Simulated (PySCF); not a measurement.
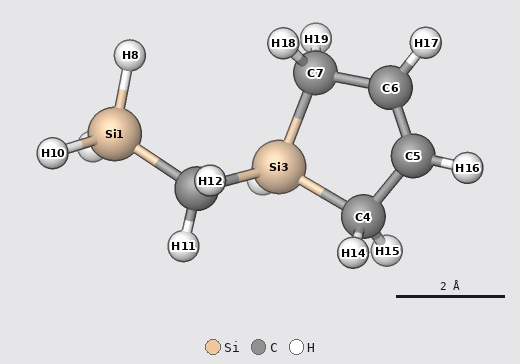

The structure as given in the input (ball-and-stick view, seen on its broad side; atoms are numbered from 1 in the order of the input). Bond lengths as drawn: C–C 1.34 to 1.51 Å, C–H 1.10 Å, C–Si 1.88 to 1.90 Å and H–Si 1.50 Å.

## What a change does: NMR shielding calculation on C5H12Si2

System: C5H12Si2.
Method of run 1: GIAO PBE0/pcSseg-1 NMR shielding, non-relativistic, gas phase (PySCF 2.14.0).

The geometry comes from this level: PBE0-D3(BJ)/def2-SVP. Text and figures count atoms from 1; the logs count them from 0 in places.

The input, run 1:
```
{"job": {"kind": "nmr", "xc": "PBE0", "basis": "pcSseg-1"}, "charge": 0, "multiplicity": 1}
Si     3.004704    -0.290500    -0.317356
C      1.546734     0.880766    -0.125815
Si    -0.107776     0.194798    -0.704397
C     -1.585149     1.336953    -0.335718
C     -2.442848     0.485335     0.563289
C     -2.033756    -0.750072     0.888658
C     -0.722795    -1.262804     0.352326
H      2.757230    -1.559458     0.436664
H      3.206969    -0.637976    -1.758235
H      4.268453     0.319572     0.201805
H      1.768425     1.807473    -0.683629
H      1.449931     1.159764     0.938124
H     -0.009984    -0.155814    -2.157091
H     -1.280632     2.273770     0.164075
H     -2.128715     1.642917    -1.246298
H     -3.391132     0.879900     0.946306
H     -2.641365    -1.386587     1.542268
H     -0.023650    -1.515053     1.169858
H     -0.853646    -2.192929    -0.226921
```

The first line tells a small driver script what to run in PySCF; the rest is the geometry in Å.

Command:
```bash
OMP_NUM_THREADS=1 python <driver script> task.json out
```

Hardware: 1 CPU thread, shared host.

Output (run 1):
```
coarse grid: 16120 points
cycle   1  E = -776.1007998497  dE =  4.728e-01  |g| = 4.808e-01  |ddm| = 3.867e+00
cycle   2  E = -776.0820830218  dE =  1.872e-02  |g| = 5.465e-01  |ddm| = 8.841e-01
cycle   3  E = -776.1612122103  dE = -7.913e-02  |g| = 3.892e-02  |ddm| = 5.243e-01
cycle   4  E = -776.1616008084  dE = -3.886e-04  |g| = 1.173e-02  |ddm| = 6.388e-02
cycle   5  E = -776.1616343082  dE = -3.350e-05  |g| = 3.448e-03  |ddm| = 1.907e-02
cycle   6  E = -776.1616372593  dE = -2.951e-06  |g| = 8.902e-04  |ddm| = 4.601e-03
final grid: 144360 points
cycle   7  E = -776.2022929822  dE = -2.324e-05  |g| = 7.399e-03  |ddm| = 2.452e-02
cycle   8  E = -776.2022862390  dE =  6.743e-06  |g| = 8.978e-03  |ddm| = 1.476e-02
cycle   9  E = -776.2023077115  dE = -2.147e-05  |g| = 4.328e-04  |ddm| = 8.244e-03
cycle  10  E = -776.2023077366  dE = -2.517e-08  |g| = 2.694e-04  |ddm| = 6.131e-04
cycle  11  E = -776.2023077547  dE = -1.806e-08  |g| = 6.012e-05  |ddm| = 2.577e-04
cycle  12  E = -776.2023077556  dE = -8.822e-10  |g| = 1.664e-05  |ddm| = 7.314e-05
converged SCF energy = -776.2023077556

GIAO shielding tensors (ppm)
atom      isotropic    diamagn.    paramagn.     s11        s22        s33       span
  0 Si     421.870     878.625    -456.755    394.439    402.589    468.583     74.144
  1 C      193.888     258.833     -64.946    186.059    196.648    198.956     12.898
  2 Si     351.325     881.707    -530.383    301.849    370.606    381.518     79.669
  3 C      164.734     255.648     -90.913    152.392    157.849    183.962     31.570
  4 C       44.003     255.069    -211.066    -68.344     62.067    138.288    206.633
  5 C       43.536     254.756    -211.220    -68.432     60.898    138.143    206.576
  6 C      166.830     254.727     -87.897    152.103    161.472    186.915     34.811
  7 H       27.375      28.561      -1.185     23.318     26.965     31.842      8.525
  8 H       27.321      27.968      -0.647     23.975     25.541     32.447      8.472
  9 H       27.147      27.222      -0.075     23.538     24.732     33.172      9.634
 10 H       31.306      30.828       0.478     25.529     29.237     39.152     13.623
 11 H       31.551      33.141      -1.591     26.499     29.935     38.217     11.718
 12 H       26.755      30.335      -3.580     23.536     25.005     31.726      8.190
 13 H       29.874      31.784      -1.910     25.568     28.250     35.803     10.235
 14 H       29.528      30.298      -0.770     25.232     26.959     36.392     11.160
 15 H       25.229      29.161      -3.931     22.840     25.624     27.224      4.384
 16 H       25.213      29.464      -4.251     22.788     25.809     27.043      4.256
 17 H       29.843      32.840      -2.998     25.070     28.814     35.643     10.573
 18 H       29.599      31.046      -1.447     25.114     27.348     36.335     11.221
```

For run 2 the input was changed thus:
```diff
-"xc": "PBE0"
+"xc": "PBE"
+"pop": false
```

How does run 2 compare with run 1?

The total energies belong to different methods, so their difference says nothing on which is more stable or more accurate. The HOMO goes from −7.04 to −5.94 eV. The LUMO goes from 0.53 to −0.52 eV. Of all shieldings, the largest change is that of Si3, by −16.8 ppm. The functional changes from PBE0 to PBE. Exact exchange removes part of the self-interaction error of semilocal functionals, which pushes filled and empty levels apart. The SCF takes 14 iterations against 12.

Output (run 2):
```
coarse grid: 16120 points
cycle   1  E = -775.9218558960  dE =  3.495e-01  |g| = 7.123e-01  |ddm| = 3.961e+00
cycle   2  E = -775.6979494963  dE =  2.239e-01  |g| = 1.132e+00  |ddm| = 1.787e+00
cycle   3  E = -776.0562709957  dE = -3.583e-01  |g| = 9.200e-02  |ddm| = 1.281e+00
cycle   4  E = -776.0588671057  dE = -2.596e-03  |g| = 2.260e-02  |ddm| = 1.659e-01
cycle   5  E = -776.0589949492  dE = -1.278e-04  |g| = 8.871e-03  |ddm| = 4.137e-02
cycle   6  E = -776.0590089253  dE = -1.398e-05  |g| = 5.436e-03  |ddm| = 1.343e-02
cycle   7  E = -776.0590167191  dE = -7.794e-06  |g| = 1.106e-03  |ddm| = 5.428e-03
final grid: 144360 points
cycle   8  E = -776.1144641840  dE = -1.550e-05  |g| = 1.296e-02  |ddm| = 3.438e-02
cycle   9  E = -776.1143754899  dE =  8.869e-05  |g| = 2.212e-02  |ddm| = 3.264e-02
cycle  10  E = -776.1145063013  dE = -1.308e-04  |g| = 3.238e-03  |ddm| = 2.210e-02
cycle  11  E = -776.1145089448  dE = -2.644e-06  |g| = 9.215e-04  |ddm| = 3.454e-03
cycle  12  E = -776.1145091660  dE = -2.212e-07  |g| = 1.273e-04  |ddm| = 9.554e-04
cycle  13  E = -776.1145091705  dE = -4.454e-09  |g| = 2.816e-05  |ddm| = 1.816e-04
cycle  14  E = -776.1145091706  dE = -1.703e-10  |g| = 1.196e-05  |ddm| = 4.320e-05
converged SCF energy = -776.1145091706

GIAO shielding tensors (ppm)
atom      isotropic    diamagn.    paramagn.     s11        s22        s33       span
  0 Si     408.885     879.689    -470.804    380.643    388.093    457.920     77.277
  1 C      188.308     257.130     -68.823    180.421    191.615    192.887     12.465
  2 Si     334.533     883.127    -548.594    283.031    354.948    365.619     82.589
  3 C      158.009     255.591     -97.582    144.559    150.885    178.582     34.023
  4 C       41.381     254.072    -212.692    -63.484     56.032    131.594    195.077
  5 C       40.897     253.881    -212.984    -63.523     54.738    131.475    194.999
  6 C      160.277     254.597     -94.321    144.378    154.781    181.672     37.294
  7 H       27.237      28.737      -1.500     23.302     26.834     31.575      8.273
  8 H       27.201      28.098      -0.897     23.973     25.453     32.176      8.202
  9 H       26.981      27.266      -0.285     23.446     24.619     32.878      9.432
 10 H       31.123      30.697       0.426     25.523     29.288     38.559     13.036
 11 H       31.405      32.964      -1.558     26.563     29.972     37.681     11.119
 12 H       26.572      30.541      -3.969     23.463     24.908     31.345      7.882
 13 H       29.678      31.685      -2.007     25.585     28.234     35.216      9.632
 14 H       29.306      30.091      -0.786     25.190     26.986     35.741     10.551
 15 H       25.173      29.106      -3.933     22.963     25.653     26.904      3.942
 16 H       25.159      29.439      -4.281     22.916     25.824     26.736      3.820
 17 H       29.642      32.769      -3.127     25.053     28.795     35.077     10.025
 18 H       29.387      30.886      -1.499     25.071     27.390     35.700     10.629
```

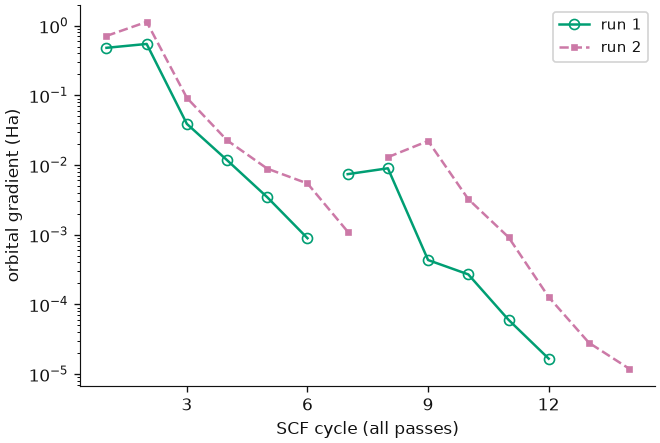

Convergence of the two runs: orbital gradient against the SCF cycle. A break in a curve parts two SCF passes (coarse and final grid). Run 1 takes 12 cycles in all, and run 2 takes 14.

The two runs side by side:

| quantity | run 1 | run 2 |
| --- | --- | --- |
| outcome | converged | converged |
| total energy (hartree) | −776.202308 | −776.114509 |
| HOMO (eV) | −7.04 | −5.94 |
| LUMO (eV) | 0.53 | −0.52 |
| dipole moment (D) | 0.85 | 0.88 |
| shielding of Si1 (ppm) | 421.9 | 408.9 |
| shielding of C2 (ppm) | 193.9 | 188.3 |
| shielding of Si3 (ppm) | 351.3 | 334.5 |
| shielding of C4 (ppm) | 164.7 | 158.0 |
| shielding of C5 (ppm) | 44.0 | 41.4 |
| shielding of C6 (ppm) | 43.5 | 40.9 |
| shielding of C7 (ppm) | 166.8 | 160.3 |
| SCF iterations | 12 | 14 |
| basis functions | 193 | 193 |
| wall time (shared host) | 27 s | 34 s |
